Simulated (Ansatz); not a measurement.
# SiNH7O2: nudged elastic band

The run: nudged elastic band of SiNH7O2. Method and program: RKS B3LYP-D4/6-31G* (Ansatz 0.2.0).

One setting was made poor on purpose. It belongs to a series of runs on one base structure; here: band between the two ends. Figures and captions count atoms from 1; the log counts them from 0 in places.

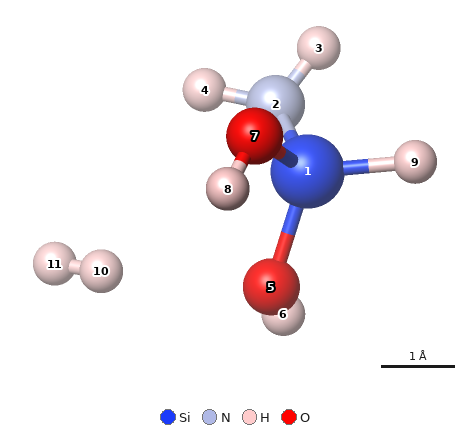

Fig. 1: The input geometry (ball-and-stick view, seen at a tilt; atoms are numbered from 1 in the order of the input).

The input
```yaml
crystal:
  periodic: [false, false, false]
  atoms:
    - { symbol: Si, position_ang: [-0.444873, -0.365614, 0.172998] }
    - { symbol: "N", position_ang: [-0.200818, -0.403179, 1.872128] }
    - { symbol: H, position_ang: [-0.752701, -1.044501, 2.429081] }
    - { symbol: H, position_ang: [-0.014195, 0.452262, 2.383114] }
    - { symbol: O, position_ang: [0.972986, 0.028231, -0.609945] }
    - { symbol: H, position_ang: [1.755386, -0.423251, -0.262816] }
    - { symbol: O, position_ang: [-1.510165, 0.794277, -0.345117] }
    - { symbol: H, position_ang: [-1.201592, 1.312414, -1.102239] }
    - { symbol: H, position_ang: [-0.934445, -1.723385, -0.172686] }
    - { symbol: H, position_ang: [1.97559, 1.880269, 0.85912] }
    - { symbol: H, position_ang: [2.267228, 2.356977, 1.351562] }
basis:
  gaussian: { orbitals: "6-31G*" }
hamiltonian:
  xc: b3lyp
  dispersion: d4
neb:
  order_check: false
  images: 2
  f_tol: 0.05
  max_iterations: 60
  climbing: false
  final_atoms:
    - { symbol: Si, position_ang: [-0.96025135, -0.14840777, -0.46126077] }
    - { symbol: "N", position_ang: [1.43456843, 0.47032404, 2.27775477] }
    - { symbol: H, position_ang: [1.76919743, -0.15278189, 3.01105219] }
    - { symbol: H, position_ang: [2.19371407, 1.11437523, 2.06273458] }
    - { symbol: O, position_ang: [0.45003507, -0.83569229, 0.01958666] }
    - { symbol: H, position_ang: [0.85932737, -0.40778282, 0.82042782] }
    - { symbol: O, position_ang: [-0.79638458, 1.38191503, -1.11423101] }
    - { symbol: H, position_ang: [-0.27605074, 1.41437563, -1.93022305] }
    - { symbol: H, position_ang: [-1.54295507, -1.08354768, -1.46090047] }
    - { symbol: H, position_ang: [-1.90077512, 0.08522686, 0.66975178] }
    - { symbol: H, position_ang: [0.68197548, 1.02649567, 2.6805075] }
  initial_path:
    images:
      - { positions_ang: [[-0.444873, -0.365614, 0.172998], [-0.200818, -0.403179, 1.872128], [-0.752701, -1.044501, 2.429081], [-0.014195, 0.452262, 2.383114], [0.972986, 0.028231, -0.609945], [1.755386, -0.423251, -0.262816], [-1.510165, 0.794277, -0.345117], [-1.201592, 1.312414, -1.102239], [-0.934445, -1.723385, -0.172686], [1.97559, 1.880269, 0.85912], [2.267228, 2.356977, 1.351562]] }
      - { positions_ang: [[-0.14076601, -0.13059774, 0.05944964], [-0.06405156, -0.12597404, 2.07238393], [-0.82700714, -0.53711216, 2.61187809], [0.57488552, 0.36491223, 2.59548285], [1.38850897, 0.0338592, -0.57149871], [1.88292914, -0.74433471, -0.52540616], [-1.05436556, 1.146124, -0.49855702], [-1.58368711, 1.14059094, -0.89912278], [-0.73284684, -1.39705708, -0.37166461], [1.24680903, 1.57166567, 0.64874358], [1.22199257, 1.54242368, 1.45351119]] }
      - { positions_ang: [[-0.3125588, -0.05819567, -0.15196995], [0.48107725, 0.16519364, 2.20759286], [0.01362567, -0.23987245, 2.80586849], [1.31085521, 0.58561664, 2.48868971], [1.21419199, -0.25411523, -0.36165482], [1.58424293, -0.73917865, -0.16432489], [-0.81643876, 1.34200335, -0.75492836], [-1.27517336, 1.17457815, -1.17511746], [-0.93568353, -1.18377797, -0.80106943], [-0.04531267, 0.9733183, 0.58562084], [0.69357506, 1.09892991, 1.89649303]] }
      - { positions_ang: [[-0.96025135, -0.14840777, -0.46126077], [1.43456843, 0.47032404, 2.27775477], [1.76919743, -0.15278189, 3.01105219], [2.19371407, 1.11437523, 2.06273458], [0.45003507, -0.83569229, 0.01958666], [0.85932737, -0.40778282, 0.82042782], [-0.79638458, 1.38191503, -1.11423101], [-0.27605074, 1.41437563, -1.93022305], [-1.54295507, -1.08354768, -1.46090047], [-1.90077512, 0.08522686, 0.66975178], [0.68197548, 1.02649567, 2.6805075]] }
```

Run on 1 thread of Arm Neoverse V1, 24 GiB of memory available, shared host.

Launched with:
```bash
ansatz run input.yaml --threads 1 --pin off --max-ram 2048MiB --backend cpu --events-out ev --progress --plain --runs-dir out
```

The program's output
```
Engine: ansatz 0.2.0, aarch64-unknown-linux-gnu
Functional definition: B3LYP
  parameter a0 = 0.2
  parameter ax = 0.72
  parameter ac = 0.81
  exchange = (1 - a0 - ax)*slater_x + ax*b88_x + a0*exact_x
  correlation = (1 - ac)*vwn_rpa_c + ac*lyp_c
851 factors; integrals over basis functions are off by at most 8.0e-4 eV
mean field evaluation 1: about -13565.8534 eV, gradient 8.3e1 eV
mean field evaluation 2: about -13550.1338 eV, gradient 1.2e2 eV
mean field evaluation 4: about -13577.9871 eV, gradient 4.0e0 eV
mean field evaluation 8: about -13578.0302 eV, gradient 2.1e-2 eV
mean field -13578.03019263 eV, -498.9834060597 hartree, gradient 5.0e-5 eV, S^2 0.000000; 0 other end points of the search recorded, 0 dependent functions left out
the calculation of the forces begins
reference -13578.03043598 eV, -498.9834150028 hartree; 22, 22 occupied and 56, 56 virtual orbitals, 851 factors
851 factors; integrals over basis functions are off by at most 4.7e-4 eV
mean field evaluation 16: about -13549.6461 eV, gradient 1.2e2 eV
mean field -13578.02454750 eV, -498.9831986052 hartree, gradient 8.4e-6 eV, S^2 0.000000; 0 other end points of the search recorded, 0 dependent functions left out
[... from here on the field's lines of each further geometry are left out, up to the last ...]
NEB iter   1: max|band force component| = 4.377e1 eV/Å  barrier→ = 22.6184 eV  barrier← = 22.5670 eV  Δτ_max = 0.2000 Å  (101 SCF iters)
NEB iter   2: max|band force component| = 1.690e1 eV/Å  barrier→ = 12.1430 eV  barrier← = 12.0916 eV  Δτ_max = 0.2000 Å  (64 SCF iters)
NEB iter   3: max|band force component| = 8.877e0 eV/Å  barrier→ = 7.3446 eV  barrier← = 7.2932 eV  Δτ_max = 0.2000 Å  (55 SCF iters)
NEB iter   4: max|band force component| = 3.732e0 eV/Å  barrier→ = 3.5953 eV  barrier← = 3.5439 eV  Δτ_max = 0.2000 Å  (57 SCF iters)
NEB iter   5: max|band force component| = 2.293e0 eV/Å  barrier→ = 1.8211 eV  barrier← = 1.7697 eV  Δτ_max = 0.2000 Å  (55 SCF iters)
NEB iter   6: max|band force component| = 2.108e0 eV/Å  barrier→ = 0.9525 eV  barrier← = 0.9011 eV  Δτ_max = 0.2000 Å  (53 SCF iters)
NEB iter   7: max|band force component| = 2.605e0 eV/Å  barrier→ = 1.6075 eV  barrier← = 1.5561 eV  Δτ_max = 0.1015 Å  (54 SCF iters)
NEB iter   8: max|band force component| = 2.012e0 eV/Å  barrier→ = 0.9983 eV  barrier← = 0.9469 eV  Δτ_max = 0.1011 Å  (54 SCF iters)
NEB iter   9: max|band force component| = 1.317e0 eV/Å  barrier→ = 0.7907 eV  barrier← = 0.7393 eV  Δτ_max = 0.1010 Å  (54 SCF iters)
NEB iter  10: max|band force component| = 5.851e-1 eV/Å  barrier→ = 0.6892 eV  barrier← = 0.6378 eV  Δτ_max = 0.1945 Å  (53 SCF iters)
NEB iter  11: max|band force component| = 4.225e-1 eV/Å  barrier→ = 0.5347 eV  barrier← = 0.4832 eV  Δτ_max = 0.2000 Å  (53 SCF iters)
NEB iter  12: max|band force component| = 4.558e-1 eV/Å  barrier→ = 0.4183 eV  barrier← = 0.3669 eV  Δτ_max = 0.1001 Å  (53 SCF iters)
NEB iter  13: max|band force component| = 6.330e-1 eV/Å  barrier→ = 0.3735 eV  barrier← = 0.3221 eV  Δτ_max = 0.0501 Å  (53 SCF iters)
NEB iter  14: max|band force component| = 4.871e-1 eV/Å  barrier→ = 0.3598 eV  barrier← = 0.3084 eV  Δτ_max = 0.0500 Å  (55 SCF iters)
NEB iter  15: max|band force component| = 1.911e-1 eV/Å  barrier→ = 0.3429 eV  barrier← = 0.2915 eV  Δτ_max = 0.0731 Å  (52 SCF iters)
NEB iter  16: max|band force component| = 1.290e-1 eV/Å  barrier→ = 0.3334 eV  barrier← = 0.2819 eV  Δτ_max = 0.0668 Å  (52 SCF iters)
NEB iter  17: max|band force component| = 1.178e-1 eV/Å  barrier→ = 0.3205 eV  barrier← = 0.2691 eV  Δτ_max = 0.0999 Å  (51 SCF iters)
NEB iter  18: max|band force component| = 1.344e-1 eV/Å  barrier→ = 0.3150 eV  barrier← = 0.2635 eV  Δτ_max = 0.0500 Å  (56 SCF iters)
NEB iter  19: max|band force component| = 1.280e-1 eV/Å  barrier→ = 0.3072 eV  barrier← = 0.2558 eV  Δτ_max = 0.0500 Å  (53 SCF iters)
NEB iter  20: max|band force component| = 1.072e-1 eV/Å  barrier→ = 0.3088 eV  barrier← = 0.2573 eV  Δτ_max = 0.0498 Å  (55 SCF iters)
NEB iter  21: max|band force component| = 1.334e-1 eV/Å  barrier→ = 0.3079 eV  barrier← = 0.2564 eV  Δτ_max = 0.0249 Å  (57 SCF iters)
NEB iter  22: max|band force component| = 1.130e-1 eV/Å  barrier→ = 0.3049 eV  barrier← = 0.2535 eV  Δτ_max = 0.0250 Å  (54 SCF iters)
NEB iter  23: max|band force component| = 7.390e-2 eV/Å  barrier→ = 0.3013 eV  barrier← = 0.2499 eV  Δτ_max = 0.0250 Å  (56 SCF iters)
the calculation of the forces begins
reference -13577.75756198 eV, -498.9733870683 hartree; 22, 22 occupied and 56, 56 virtual orbitals, 851 factors
851 factors; integrals over basis functions are off by at most 5.0e-4 eV
mean field -13577.75931552 eV, -498.9734515096 hartree, gradient 2.3e-5 eV, S^2 0.000000; 1 other end points of the search recorded, 0 dependent functions left out
the calculation of the forces begins
reference -13577.75955043 eV, -498.9734601422 hartree; 22, 22 occupied and 56, 56 virtual orbitals, 851 factors
NEB iter  24: max|band force component| = 4.264e-2 eV/Å  barrier→ = 0.2987 eV  barrier← = 0.2472 eV  Δτ_max = 0.0000 Å  (104 SCF iters)
```

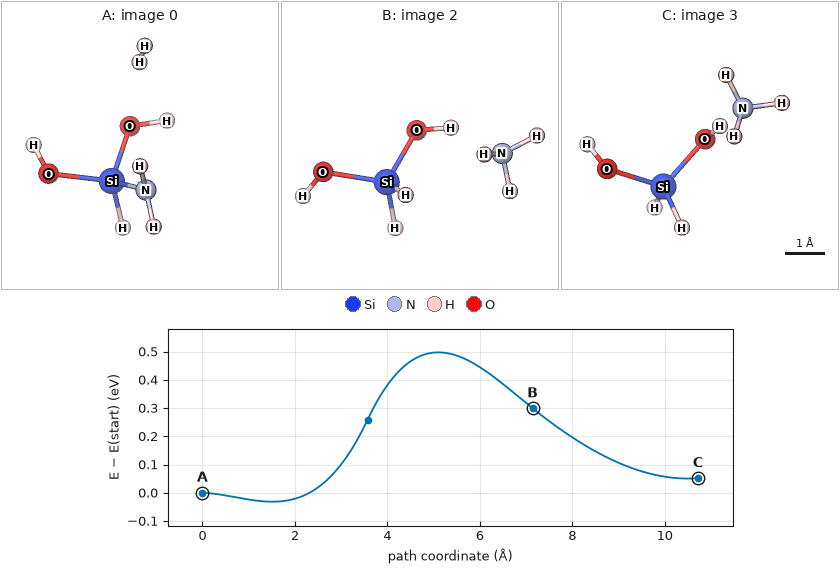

Fig. 2: Images of the last band (counted from 0; ball-and-stick, seen at a tilt) above the energy along the path; the line is a cubic interpolation that uses the forces. The highest image is number 2, 0.299 eV above the start and 0.247 eV above the end; the end lies 0.051 eV above the start. The path is 10.72 Å long. The band converged in 24 iterations.

```
Total energy: -13578.01882423 eV, -498.9829882789 hartree
Atom 0 at    -0.441513     0.303233    -0.435718 Å, force    -0.011561     0.031440    -0.036107 eV/Å
Atom 1 at     1.127653     0.079294     2.405493 Å, force     0.046990     0.025646     0.042168 eV/Å
Atom 2 at     0.348153    -0.528435     2.655701 Å, force     0.039316     0.003029     0.024073 eV/Å
Atom 3 at     1.854004    -0.070088     3.102047 Å, force     0.045597    -0.009193     0.049164 eV/Å
Atom 4 at     1.157652    -0.065715    -0.394320 Å, force    -0.054742     0.005480    -0.002272 eV/Å
Atom 5 at     1.463489    -0.084938     0.544647 Å, force    -0.045302     0.032500     0.073573 eV/Å
Atom 6 at    -0.801084     1.201120    -1.783896 Å, force    -0.042100    -0.004770    -0.020442 eV/Å
Atom 7 at    -1.475769     0.806031    -2.350456 Å, force     0.036248    -0.002346    -0.087096 eV/Å
Atom 8 at    -1.304279    -0.920609    -0.462497 Å, force    -0.036493     0.033507    -0.011856 eV/Å
Atom 9 at    -0.803195     1.110801     0.772273 Å, force    -0.031163    -0.056940    -0.046448 eV/Å
Atom 10 at     0.787290     1.033805     2.521927 Å, force     0.053210    -0.058353     0.015243 eV/Å
Dipole moment:    -0.234484    -0.149624     0.786123 e Å
this run last wrote the band of iteration 24 to [file]
```

The last band as extended XYZ (Å, eV, eV/Å)
```
11
Properties=species:S:1:pos:R:3:forces:R:3 image=0 energy=-13578.31726
Si   -0.4449   -0.3656    0.1730    0.0013   0.0013  -0.0033
N    -0.2008   -0.4032    1.8721   -0.0023   0.0012   0.0055
H    -0.7527   -1.0445    2.4291    0.0021   0.0009  -0.0064
H    -0.0142    0.4523    2.3831    0.0002  -0.0019  -0.0027
O     0.9730    0.0282   -0.6099    0.0051  -0.0114   0.0084
H     1.7554   -0.4233   -0.2628   -0.0107   0.0058  -0.0050
O    -1.5102    0.7943   -0.3451    0.0039   0.0003  -0.0036
H    -1.2016    1.3124   -1.1022   -0.0029  -0.0027   0.0047
H    -0.9344   -1.7234   -0.1727    0.0038   0.0057   0.0018
H     1.9756    1.8803    0.8591    0.0104   0.0242   0.0258
H     2.2672    2.3570    1.3516   -0.0109  -0.0235  -0.0251
11
Properties=species:S:1:pos:R:3:forces:R:3 image=1 energy=-13578.05864
Si   -0.1257   -0.2669    0.0510    0.0603  -0.1376   0.0835
N     0.3719   -0.3630    1.7037   -0.1480  -0.0518  -0.1090
H    -0.3064   -0.3784    2.4554   -0.0931  -0.0044  -0.0495
H     1.2366    0.0545    2.0332   -0.1186   0.0628  -0.1797
O     1.2238   -0.7312   -0.7931    0.0566  -0.0559  -0.0969
H     1.7963   -1.2669   -0.2264    0.0779  -0.1443  -0.1150
O    -0.5889    1.1963   -0.5953    0.0175   0.0094   0.2247
H    -1.0636    1.1299   -1.4390    0.0715   0.0258   0.1437
H    -1.3036   -1.1615   -0.0930    0.0598  -0.1053   0.0359
H     0.1192    2.3466    1.4374    0.1112   0.1727   0.1235
H     0.5527    2.3053    2.0413   -0.0950   0.2286  -0.0613
11
Properties=species:S:1:pos:R:3:forces:R:3 image=2 energy=-13578.01859
Si   -0.4415    0.3032   -0.4357   -0.0116   0.0314  -0.0361
N     1.1277    0.0793    2.4055    0.0470   0.0256   0.0422
H     0.3482   -0.5284    2.6557    0.0393   0.0030   0.0241
H     1.8540   -0.0701    3.1020    0.0456  -0.0092   0.0492
O     1.1577   -0.0657   -0.3943   -0.0547   0.0055  -0.0023
H     1.4635   -0.0849    0.5446   -0.0453   0.0325   0.0736
O    -0.8011    1.2011   -1.7839   -0.0421  -0.0048  -0.0204
H    -1.4758    0.8060   -2.3505    0.0362  -0.0023  -0.0871
H    -1.3043   -0.9206   -0.4625   -0.0365   0.0335  -0.0119
H    -0.8032    1.1108    0.7723   -0.0312  -0.0569  -0.0464
H     0.7873    1.0338    2.5219    0.0532  -0.0584   0.0152
11
Properties=species:S:1:pos:R:3:forces:R:3 image=3 energy=-13578.26583
Si   -0.9603   -0.1484   -0.4613    0.0083   0.0131  -0.0161
N     1.4346    0.4703    2.2778    0.0123   0.0010   0.0137
H     1.7692   -0.1528    3.0111   -0.0056   0.0090  -0.0116
H     2.1937    1.1144    2.0627   -0.0011  -0.0027   0.0016
O     0.4500   -0.8357    0.0196   -0.0037   0.0134   0.0103
H     0.8593   -0.4078    0.8204   -0.0141  -0.0102  -0.0130
O    -0.7964    1.3819   -1.1142    0.0099  -0.0267   0.0015
H    -0.2761    1.4144   -1.9302   -0.0123   0.0008   0.0137
H    -1.5430   -1.0835   -1.4609    0.0043   0.0059   0.0072
H    -1.9008    0.0852    0.6698    0.0021   0.0004  -0.0040
H     0.6820    1.0265    2.6805   -0.0001  -0.0040  -0.0032
```

Results in brief

```csv
quantity,value
outcome,converged
"barrier, forward",0.299 eV
"barrier, backward",0.247 eV
wall time,2.8 min
peak memory,0.15 GiB
```

Notes

A deliberately poor setting: few images. The order of the saddle point was not checked.
